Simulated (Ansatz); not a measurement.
```yaml
atoms:
  - { symbol: Si, position_ang: [-1.4031, 0.8944, -0.4917] }
  - { symbol: Si, position_ang: [-0.3286, -1.1683, -0.7545] }
  - { symbol: Cl, position_ang: [-2.4874, 1.1390, -2.2085] }
  - { symbol: Cl, position_ang: [-2.6696, 0.8573, 1.0981] }
  - { symbol: Cl, position_ang: [-0.1126, 2.4489, -0.3053] }
  - { symbol: H, position_ang: [0.7347, -0.5031, 2.0110] }
  - { symbol: F, position_ang: [0.3698, -1.6185, 0.6365] }
  - { symbol: H, position_ang: [2.6734, 0.5831, 0.5204] }
  - { symbol: F, position_ang: [0.7899, 0.3046, 2.4633] }
  - { symbol: H, position_ang: [-1.3303, -2.2064, -1.0910] }
  - { symbol: H, position_ang: [0.7321, -1.0859, -1.7843] }
  - { symbol: H, position_ang: [3.0319, 0.3550, -0.0941] }
```

The product side of a reaction path; geometry: PBE0-D4/def2-TZVP.

Method: RKS PBE0-D4/def2-TZVPP in Ansatz 0.2.0.

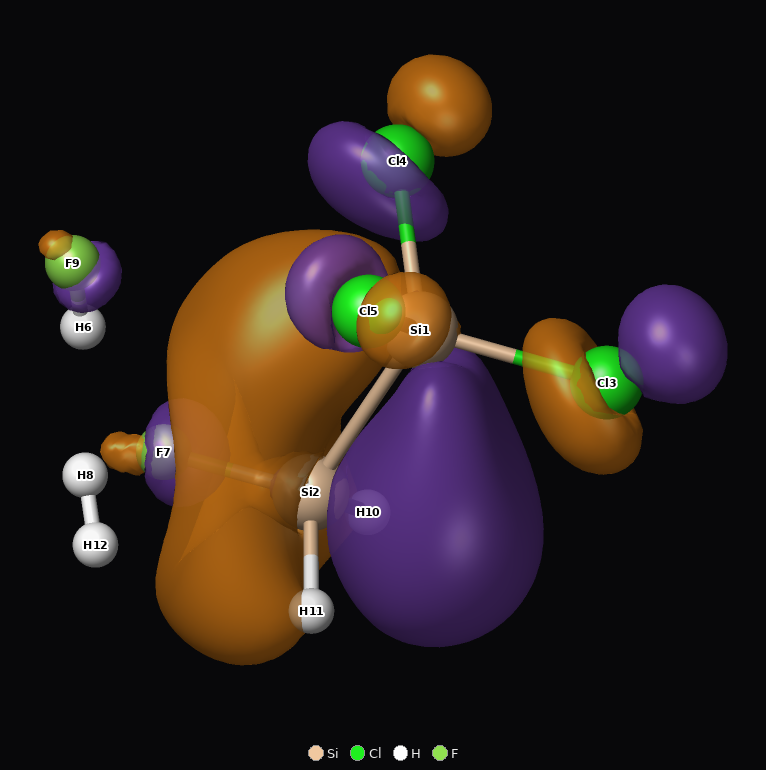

Cl3FH2Si2···HF···H2. One frontier orbital at ±0.08 Å⁻³ᐟ² (orange and purple are the two phases), seen at a tilt.

Question: Which orbital is it: HOMO or LUMO?

Answer: The LUMO, at −1.49 eV. By Hirshfeld shares it lies mainly on Si2 (about 40 %), Si1 (about 20 %), Cl3 (about 10 %) and F7 (about 5 %).
